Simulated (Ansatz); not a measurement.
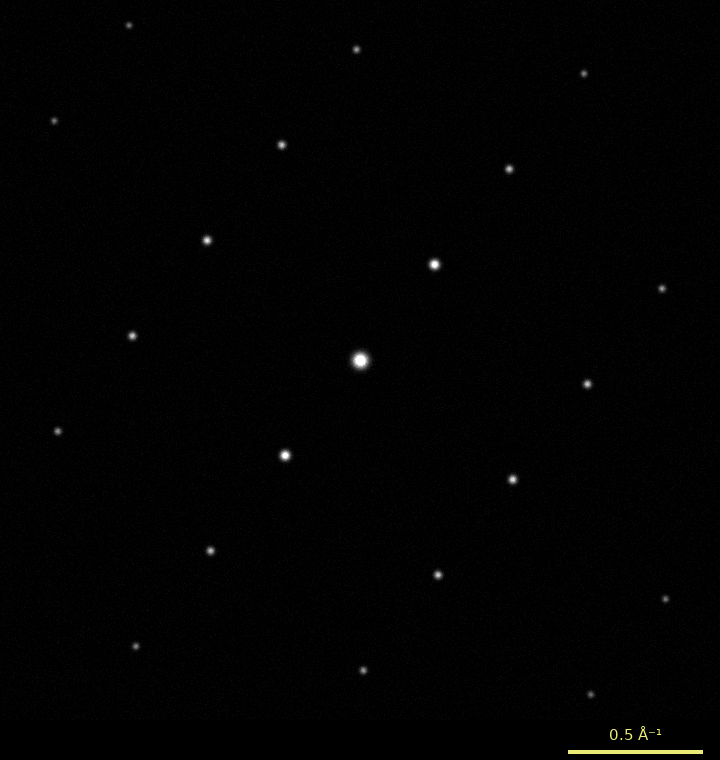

Simulated selected-area electron diffraction pattern (120 kV, kinematic approximation, thin crystal, B = 0.3 Å² for all atoms).

> Describe the geometry of this pattern.

The spots form a rectangular net whose two shortest vectors correspond to d = 2.20 Å and 1.37 Å, 90.0° apart.

> What is the point symmetry of the pattern, intensities included?

2mm.

> What was simulated?

This cannot be fixed from one zone alone; the pattern is [210] of Tc, space group P6_3/mmc (No. 194), a = 2.749 Å, c = 4.401 Å (hexagonal axes). The net vectors are 0 0 2 and 1 -2 0. Structure: the geometry relaxed at fixed volume with Ansatz, DFT r2SCAN, scalar-relativistic, plane waves, PAW.
